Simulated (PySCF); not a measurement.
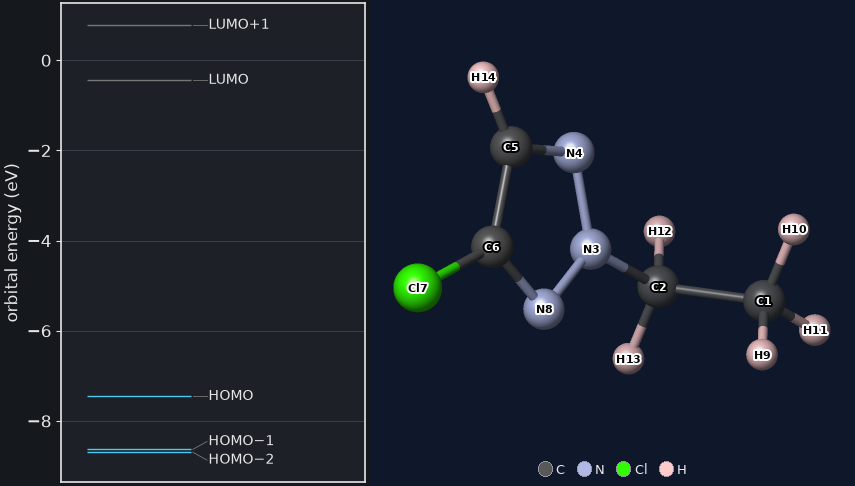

C₄H₆ClN₃, SMILES CCn1ncc(Cl)n1. Kohn-Sham orbital energies near the frontier, PBE0/def2-SVPD, PySCF, at a GFN2-xTB geometry (no frequency check), isolated molecule; empty levels in grey, levels within 0.03 eV side by side.

Where do the frontier orbitals lie?

HOMO at −7.45 eV, LUMO at −0.44 eV, 7.01 eV apart.

On which atoms do HOMO and LUMO mostly sit?

HOMO: Cl7 25 %, C6 20 %, N3 19 %. LUMO: N4 24 %, N8 24 %, N3 21 % (Löwdin shares).

List the levels with the atoms that carry most of them (a dash for levels above zero or within 0.03 eV of another, where shares mean little).

| orbital | energy (eV) | Löwdin shares |
| --- | --- | --- |
| LUMO+1 | 0.78 | – |
| LUMO | −0.44 | N4 24 %, N8 24 %, N3 21 % |
| HOMO | −7.45 | Cl7 25 %, C6 20 %, N3 19 % |
| HOMO−1 | −8.63 | N8 30 %, N4 28 %, C5 17 % |
| HOMO−2 | −8.69 | N4 46 %, N8 24 %, Cl7 12 % |

Note: the tight-binding geometry is rougher than a DFT one and adds to the error; one conformer of a flexible molecule; empty levels above zero depend strongly on the basis.
